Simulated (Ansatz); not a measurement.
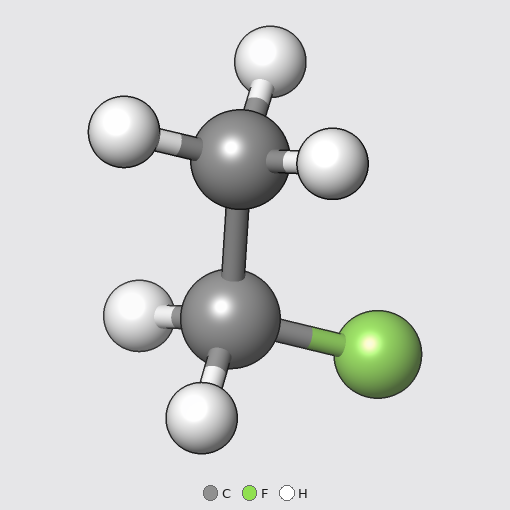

Ball-and-stick drawing of a structure.

Question: Give the formula.

Answer: C₂H₅F, 8 atoms: 2 carbon, 5 hydrogen and 1 fluorine.

Question: How many bonds of each kind are drawn?

Answer: 5 C–H, 1 C–C, 1 C–F.

Question: Describe its rings.

Answer: It has no ring.

Question: Name some functional groups or characteristic bonds that it holds.

Answer: Among them: C–F bond.

The parts below concern this one geometry. Atoms keep their numbers from picture to picture. The computed structure is the end point of a PBE0-D4/def2-TZVP optimisation.

### Geometry

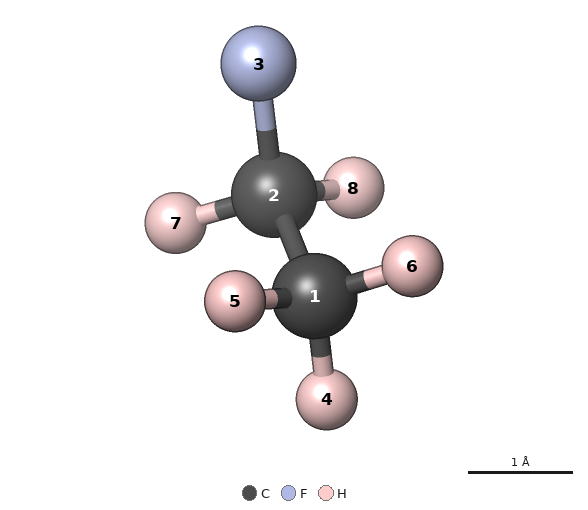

Numbered structure.

Give these bond angles: C2–C1–H4, C2–C1–H5, H4–C1–H5, H5–C1–H6, C1–C2–F3, C1–C2–H7, F3–C2–H7, H7–C2–H8.

| angle | degrees |
| --- | --- |
| C2–C1–H4 | 109.9 |
| C2–C1–H5 | 110.8 |
| H4–C1–H5 | 108.4 |
| H5–C1–H6 | 108.6 |
| C1–C2–F3 | 110.1 |
| C1–C2–H7 | 111.6 |
| F3–C2–H7 | 107.4 |
| H7–C2–H8 | 108.6 |

### Vibrations

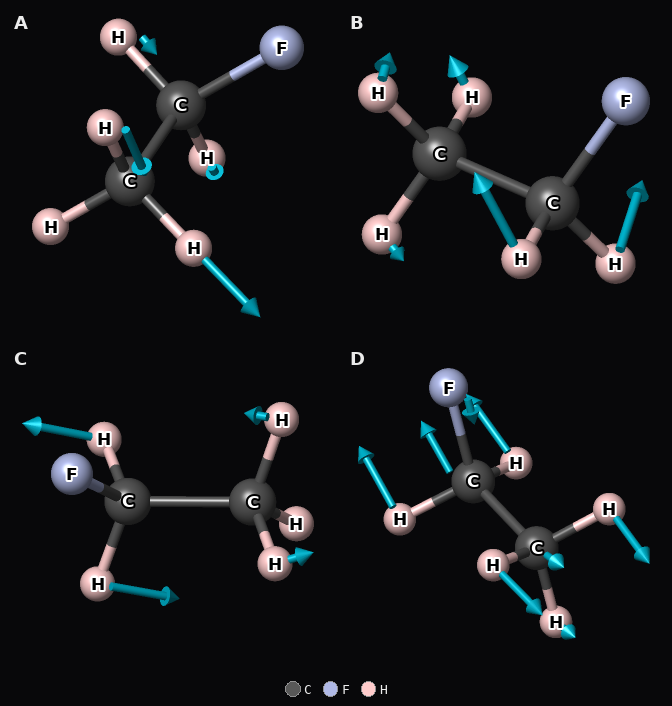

4 normal modes of one molecule or complex, as arrows. Harmonic vibrations computed with RKS PBE0-D4/def2-TZVP (Ansatz 0.2.0) at a stationary point of the same level.

Question: Match the panels to the wavenumbers 1092 cm⁻¹, 1302 cm⁻¹, 1515 cm⁻¹, 3145 cm⁻¹.

Answer: A: 3145 cm⁻¹, out-of-phase stretching of 2 C–H bonds
B: 1515 cm⁻¹, H–C–H bending
C: 1302 cm⁻¹, angle bending
D: 1092 cm⁻¹

### Electronic properties

Level of theory: RKS r2SCANh-D4/def2-TZVPP (Ansatz 0.2.0).

Question: Estimate the HOMO energy (Kohn–Sham orbital).

Answer: −8.66 eV.

Question: What is the HOMO–LUMO gap?

Answer: 10.42 eV.

Question: Give the dispersion correction at this level.

Answer: −1.9 kJ/mol.

### Charges

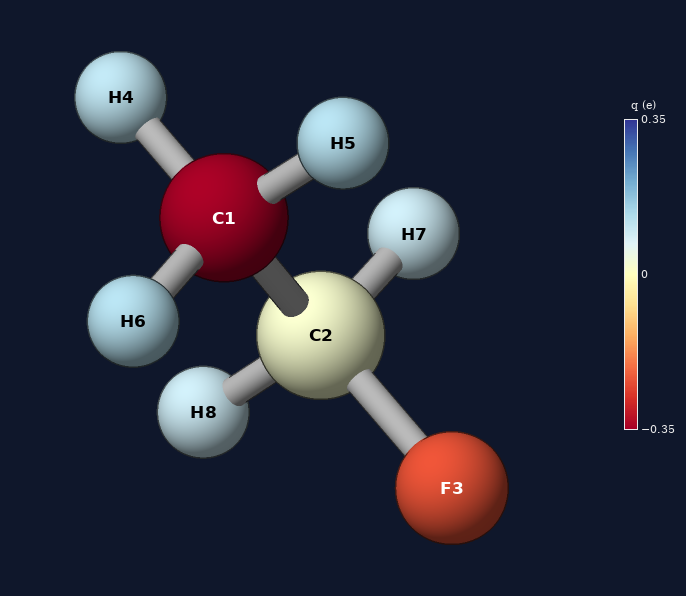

Atoms are coloured by their Mulliken charges. Properties computed with RKS PBE0-D4/def2-TZVP (Ansatz 0.2.0).

Question: Which atom carries the highest charge (most positive or least negative)?

Answer: H5, H6 (0.13 e).

Question: And the lowest?

Answer: C1 (−0.34 e).

Give the Mulliken charges atom by atom.

```csv
atom,value (e)
C1,−0.34
C2,0.02
F3,−0.24
H4,0.12
H5,0.13
H6,0.13
H7,0.10
H8,0.10
```

Mulliken values depend strongly on the basis set and can even reverse the polarity of a bond.
